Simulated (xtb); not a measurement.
## Si₂H₄OF: molecular dynamics (part 1 of 2)

- system: Si₂H₄OF, multiplicity 2
- method: GFN0-xTB (xtb 6.7.1)

The starting geometry was optimised with GFN2-xTB.

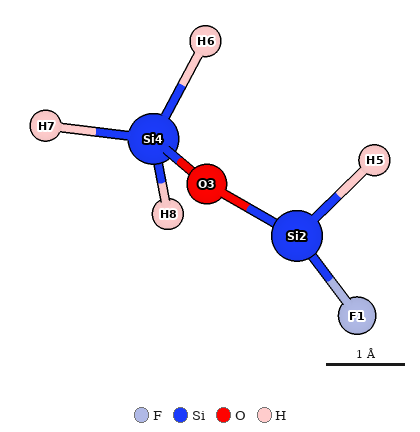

**Figure 1.** The structure as given in the input (ball-and-stick view, seen at a tilt; atoms are numbered from 1 in the order of the input). Bond lengths as drawn: F–Si 1.62 Å, H–Si 1.45 to 1.46 Å and O–Si 1.61 to 1.63 Å.

Results in brief:

| quantity | value |
| --- | --- |
| outcome | finished |
| trajectory | 25 frames kept, 192 fs |
| electrons treated | 25 |
| potential energy (first step) | −12.991227 hartree |
| dispersion energy (first step) | −0.001824 hartree |
| basis functions (first step) | 36 |
| hardware | 1 thread of Intel Xeon (Granite Rapids), 16 GiB of memory available, shared host |
| peak memory | 0.073 GiB |

Notes:

So short a trajectory is not equilibrated.

Input (geo.gen):
```
8 C
 F Si O H
   1  1     -0.91706000      0.75375000     -2.21320000
   2  2      0.54601000      0.90604000     -1.53579000
   3  3      0.56082000     -0.06438000     -0.25379000
   4  2     -0.07187000     -0.84333000      1.02826000
   5  4      0.61850000      2.29578000     -1.13653000
   6  4     -0.31139000      0.17432000      2.05061000
   7  4      0.97782000     -1.78754000      1.39451000
   8  4     -1.31062000     -1.49183000      0.61013000
```

File .CHRG:
```
0
```

File .UHF:
```
1
```

File xcontrol:
```
$md
   temp=200
   time=0.2
   step=4
   dump=8
   hmass=4
   shake=2
   nvt=false
   sccacc=0.5
$end
```

Run as:
```bash
xtb geo.gen --gfn 0 -I xcontrol --md -P 1 > out.txt 2> xtb.err
```

Output:
```
* xtb version 6.7.1
   ID    Z sym.   atoms
    1    9 F      1
    2   14 Si     2, 4
    3    8 O      3
    4    1 H      5-8

           -------------------------------------------------
          |                Calculation Setup                |
           -------------------------------------------------

          program call               : xtb geo.gen --gfn 0 -I xcontrol --md -P 1
          coordinate file            : geo.gen
          omp threads                :                     1

           -------------------------------------------------
          |                 G F N 0 - x T B                 |
           -------------------------------------------------

      * Hamiltonian:
        H0-scaling (s, p, d)           2.000000    2.486800    2.270000
        zeta-weighting                 1.000000
      * Dispersion:
        s8                             2.850000
        a1                             0.800000
        a2                             4.600000
        s9                             0.000000
      * Repulsion:
        kExp                           1.500000
        rExp                           1.000000
      * Coulomb:
        alpha                          0.000000
        third order                    atomic
        anisotropic                    false
      * Polar bond correction:
        rad-shift                      0.053700
        strength                      -0.012900
        en-exp                         3.484700
        en-scale                       0.509700

          ...................................................
          :                      SETUP                      :
          :.................................................:
          :  # basis functions                  36          :
          :  # atomic orbitals                  34          :
          :  # shells                           18          :
          :  # electrons                        25          :
          :  electronic temp.          300.0000000     K    :
          :  accuracy                    1.0000000          :
          :  -> integral cutoff          0.2500000E+02      :
          :  -> integral neglect         0.1000000E-07      :
          ...................................................
  Checking positiv definite overlap ...  done.

         #    Occupation            Energy/Eh            Energy/eV
      -------------------------------------------------------------
         1        2.0000           -0.8189025             -22.2835
       ...           ...                  ...                  ...
         7        2.0000           -0.4764091             -12.9638
         8        2.0000           -0.4568874             -12.4325
         9        2.0000           -0.4484525             -12.2030
        10        2.0000           -0.4436853             -12.0733
        11        2.0000           -0.4407565             -11.9936
        12        2.0000           -0.4368464             -11.8872
        13        1.0000           -0.3234955              -8.8028 (HOMO)
        14                         -0.2326692              -6.3313 (LUMO)
        15                         -0.2221783              -6.0458
        16                         -0.2170225              -5.9055
        17                         -0.2059789              -5.6050
        18                         -0.1829290              -4.9778
       ...                                ...                  ...
        34                          0.9329005              25.3855
      -------------------------------------------------------------
                  HL-Gap            0.0908263 Eh            2.4715 eV
             Fermi-level            0.0000000 Eh            0.0000 eV

 EHT (total)                   0 d,  0 h,  0 min,  0.002 sec
 EHT setup                      ...        0 min,  0.000 sec (  2.057%)
 Coordination number            ...        0 min,  0.000 sec (  1.023%)
 EEQ model density              ...        0 min,  0.000 sec (  1.110%)
 D4 Dispersion                  ...        0 min,  0.000 sec (  4.342%)
 Integral evaluation            ...        0 min,  0.000 sec ( 29.033%)
 Cholesky factorization         ...        0 min,  0.000 sec (  1.504%)
 Zeroth order Hamiltonian       ...        0 min,  0.000 sec ( 11.652%)
 Gradient calculation           ...        0 min,  0.001 sec ( 45.594%)

         :::::::::::::::::::::::::::::::::::::::::::::::::::::
         ::                     SUMMARY                     ::
         :::::::::::::::::::::::::::::::::::::::::::::::::::::
         :: total energy             -12.991226682975 Eh    ::
         :: gradient norm              0.025550213281 Eh/a0 ::
         :: HOMO-LUMO gap              2.471509837516 eV    ::
         ::.................................................::
         :: H0 energy                -12.922246752654 Eh    ::
         :: repulsion energy           0.094855178110 Eh    ::
         :: electrostat energy        -0.162011553597 Eh    ::
         :: -> Gsolv                   0.000000000000 Eh    ::
         ::    -> Gsasa                0.000000000000 Eh    ::
         ::    -> Gshift               0.000000000000 Eh    ::
         :: dispersion energy         -0.001823554586 Eh    ::
         :: short-range corr.         -0.000000000248 Eh    ::
         :: add. restraining           0.000000000000 Eh    ::
         :: total charge              -0.000000000000 e     ::
         :::::::::::::::::::::::::::::::::::::::::::::::::::::

           -------------------------------------------------
          |                Property Printout                |
           -------------------------------------------------

    * Orbital Energies and Occupations

         #    Occupation            Energy/Eh            Energy/eV
      -------------------------------------------------------------
         1        2.0000           -0.8189025             -22.2835
         2        2.0000           -0.6762310             -18.4012
         3        2.0000           -0.6014343             -16.3659
         4        2.0000           -0.5366690             -14.6035
         5        2.0000           -0.4827960             -13.1375
         6        2.0000           -0.4803058             -13.0698
         7        2.0000           -0.4764091             -12.9638
         8        2.0000           -0.4568874             -12.4325
         9        2.0000           -0.4484525             -12.2030
        10        2.0000           -0.4436853             -12.0733
        11        2.0000           -0.4407565             -11.9936
        12        2.0000           -0.4368464             -11.8872
        13        1.0000           -0.3234955              -8.8028 (HOMO)
        14                         -0.2326692              -6.3313 (LUMO)
        15                         -0.2221783              -6.0458
        16                         -0.2170225              -5.9055
        17                         -0.2059789              -5.6050
        18                         -0.1829290              -4.9778
        19                         -0.1159091              -3.1540
        20                         -0.1023850              -2.7860
        21                         -0.1017549              -2.7689
        22                         -0.0811444              -2.2081
        23                         -0.0635276              -1.7287
        24                         -0.0368198              -1.0019
       ...                                ...                  ...
        34                          0.9329005              25.3855
      -------------------------------------------------------------
                  HL-Gap            0.0908263 Eh            2.4715 eV
             Fermi-level            0.0000000 Eh            0.0000 eV

     #   Z          covCN         q      C6AA      α(0)
     1   9 F        0.705    -0.292    12.290     4.039
     2  14 Si       2.463     0.689   191.421    29.539
     3   8 O        1.540    -0.691    27.351     7.068
     4  14 Si       3.593     0.626   133.983    21.463
     5   1 H        0.922    -0.090     5.220     3.573
     6   1 H        0.919    -0.084     5.019     3.504
     7   1 H        0.920    -0.078     4.849     3.444
     8   1 H        0.919    -0.080     4.910     3.466

 Mol. C6AA /au·bohr⁶  :       1797.201871
 Mol. C8AA /au·bohr⁸  :      78610.179956
 Mol. α(0) /au        :         76.095668

Wiberg/Mayer (AO) data.
largest (>0.10) Wiberg bond orders for each atom

 ---------------------------------------------------------------------------
     #   Z sym  total        # sym  WBO       # sym  WBO       # sym  WBO
 ---------------------------------------------------------------------------
     1   9 F    1.098 --     2 Si   1.061
     2  14 Si   3.286 --     3 O    1.189     1 F    1.061     5 H    0.948
     3   8 O    2.386 --     2 Si   1.189     4 Si   1.126
     4  14 Si   3.890 --     3 O    1.126     8 H    0.894     7 H    0.893
                             6 H    0.892
     5   1 H    0.982 --     2 Si   0.948
     6   1 H    0.911 --     4 Si   0.892
     7   1 H    0.912 --     4 Si   0.893
     8   1 H    0.912 --     4 Si   0.894
 ---------------------------------------------------------------------------

Topologies differ in total number of bonds
Writing topology from bond orders to xtbtopo.mol

 dipole moment from electron density (au)
     X       Y       Z
   0.9240  -0.1274  -0.0067  total (Debye):    2.371

           -------------------------------------------------
          | TOTAL ENERGY              -12.991226682975 Eh   |
          | GRADIENT NORM               0.025550213281 Eh/α |
          | HOMO-LUMO GAP               2.471509837516 eV   |
           -------------------------------------------------
           -------------------------------------------------
          |               Molecular Dynamics                |
           -------------------------------------------------
 trajectories on xtb.trj or xtb.trj.<n>

 MD time /ps        :    0.20
 dt /fs             :    4.00
 SCC accuracy       :    0.50
 temperature /K     :  200.00
 max steps          :    50
 block length (av.) :  1250
 dumpstep(trj) /fs  :    8.00     2
 dumpstep(coords)/fs: 1000.00   250
 H atoms mass (amu) :     4
 # deg. of freedom  :    17
 SHAKE on. # bonds  :           7  all: T
         time (ps)    <Epot>      Ekin   <T>   T     Etot       error
      0    0.00      0.00000   0.0269    0.    0.   -12.96431    0.0000
 average properties
 Epot               :  -12.727924141790965
 Epot (accurate SCC):  -12.981183172163732
 Ekin               :   1.1295529189836978E-002
 Etot               :  -12.716628612601129
 T                  :   419.62933789012169
 normal exit of md()

------------------------------------------------------------------------
------------------------------------------------------------------------
 total:
 *  cpu-time:     0 d,  0 h,  0 min,  0.077 sec
 * ratio c/w:     1.000 speedup
 SCF:
 *  cpu-time:     0 d,  0 h,  0 min,  0.002 sec
 * ratio c/w:     0.999 speedup
 MD:
 *  cpu-time:     0 d,  0 h,  0 min,  0.068 sec
 * ratio c/w:     1.000 speedup
```
